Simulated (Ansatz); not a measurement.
**Computed frozen-phonon scan: BAs (zinc blende)**

Starting cell, BAs (zinc blende):

```xyz
4
Lattice="0.0000 4.8094 4.8094 2.4047 2.4047 4.8094 2.4047 2.4047 0.0000" Properties=species:S:1:pos:R:3 pbc="T T T"
As     3.6070     8.4164     8.4164
As     3.6070     6.0117     6.0117
B      0.0000     0.0000     0.0000
B      2.4047     4.8094     7.2140
```

The atoms are displaced by Q × the pattern below (from a DFPT mode at X = (0.5, 0.5, 0.0), largest move 1; Q in Å), at fixed cell. It is one choice among 2 degenerate patterns. (q is in reciprocal vectors of the primitive cell; the cell shown is doubled to hold the pattern.)

```csv
atom,x,y,z
As1,0.105,0.000,0.000
As2,-0.105,0.000,0.000
B3,0.000,-1.000,0.000
B4,0.000,1.000,0.000
```

Calculation: PBE (plane waves to 420 eV, PAW, scalar-relativistic; Ansatz, a first-principles code). k mesh 12×12×12 (Γ-centred), Fermi-Dirac smearing 0.05 eV. Energies are smeared free energies. BAs was relaxed with its symmetry unable to fall. The PAW data are Ansatz's earlier set. The zero of ΔE is the undisplaced structure.

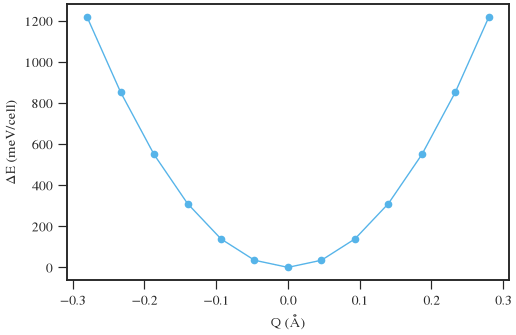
ΔE (meV/cell) against Q (Å); markers are the computed points, lines only join them.

The energy at Q = 0.280 Å is 1218 meV/cell. Wavenumber by perturbation theory (DFPT, on another k mesh): 610 cm⁻¹. Symmetry of the curve: even: the same for both signs. Space group of the distorted cell: C222_1 (No. 20), lowered from F-43m. Harmonic wavenumber from the curvature (finite differences): 610 cm⁻¹.

E″ = 31.86 eV/Å², M = Σ mᵢ|uᵢ|² = 23.3 u, ν̃ = 521.5·√(|E″|/M).

(A displaced cell: forces are minus the slopes of the energy, force constants its curvatures, and phonons follow from these.)
